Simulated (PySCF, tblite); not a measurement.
**C₅H₁₁B: geometry, infrared bands and NMR shifts**

Aim: predict the infrared bands and NMR shifts of C₅H₁₁B (`B[C@@H]1CC[C@@H]1C`).

Programs: tblite 0.8.0 and PySCF 2.14.0, with density-fitted response routines of our own. Each step states its level of theory. These are calculated values for one molecule in the gas phase, unless marked as measured. Atoms are numbered from 0 throughout.

**1. Starting geometry**

17 atoms, charge 0, multiplicity 1; geometry from: force field or distance geometry start.

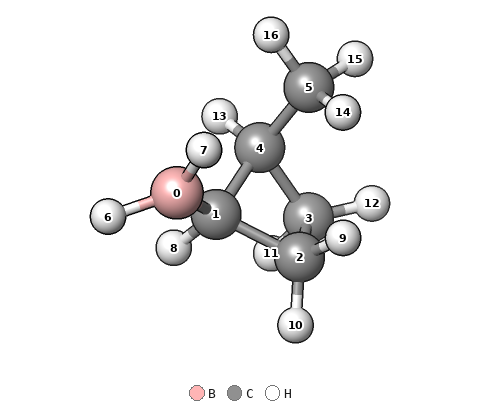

The starting geometry (boron pink, carbon grey, hydrogen white), atoms numbered.

**2. Geometry optimisation with GFN2-xTB**

The job: settings as JSON, then the geometry in Å.

```
{"job": {"kind": "relax", "xc": "GFN2-xTB", "basis": "xTB"}, "charge": 0, "multiplicity": 1}
B     -1.036400     1.761400     0.284100
C     -0.759500     0.433800    -0.460900
C     -1.004800    -0.867900     0.301500
C      0.036200    -1.421700    -0.662400
C      0.663300    -0.042200    -0.557000
C      1.551800     0.157800     0.617000
H     -1.766800     2.543000    -0.265400
H     -0.530800     2.150500     1.276900
H     -1.251500     0.389400    -1.445000
H     -0.747600    -0.876900     1.364800
H     -2.023300    -1.288000     0.153800
H     -0.451300    -1.567300    -1.636800
H      0.633600    -2.252400    -0.262300
H      1.161200     0.279600    -1.495900
H      1.083500     0.012000     1.598000
H      2.398200    -0.569200     0.550700
H      2.037400     1.170000     0.628900
```

Run with:

```sh
$ OMP_NUM_THREADS=1 python probes_run.py task.json out
```

The driver reads the jobs from task.json and runs them one after another.

**Question.** This job is followed by: GFN2-xTB harmonic vibrations, gas phase; GIAO PBE0/pcSseg-1 NMR shielding, non-relativistic, gas phase. What will the session give for the following? strongest single infrared mode (GFN2-xTB); zero-point energy (GFN2-xTB); 13C shifts against TMS (PBE0/pcSseg-1); 1H shifts against TMS (PBE0/pcSseg-1, means over atoms taken as alike); 11B shifts against BF3·OEt2 (PBE0/pcSseg-1).

The runs gave:

| quantity | value |
| --- | --- |
| strongest single infrared mode (GFN2-xTB) | 2669 cm⁻¹, 137 km/mol |
| zero-point energy (GFN2-xTB) | 92.2 kcal/mol |
| 13C shifts against TMS (PBE0/pcSseg-1) | 46.9, 38.9, 28.4, 25.3, 25.0 ppm |
| 1H shifts against TMS (PBE0/pcSseg-1, means over atoms taken as alike) | 8.20, 2.83, 2.50, 2.47, 2.44, 2.37, 1.45, 1.17 ppm |
| 11B shifts against BF3·OEt2 (PBE0/pcSseg-1) | 93.2 ppm |

The optimisation took 135 steps and gained 0.765 eV; among the close pairs (by a distance rule), C1–C4 changed most, from 1.503 to 1.554 Å. No mode is imaginary among the 45: a minimum at this level. The strongest single mode, at 2669 cm⁻¹, moves mainly H7 and H6. Unscaled tight-binding wavenumbers are off by several per cent, some by more. Its intensities can rank the bands wrongly. At PBE0/pcSseg-1: The largest span, 207 ppm, is at B0, where the paramagnetic term is -184 ppm.
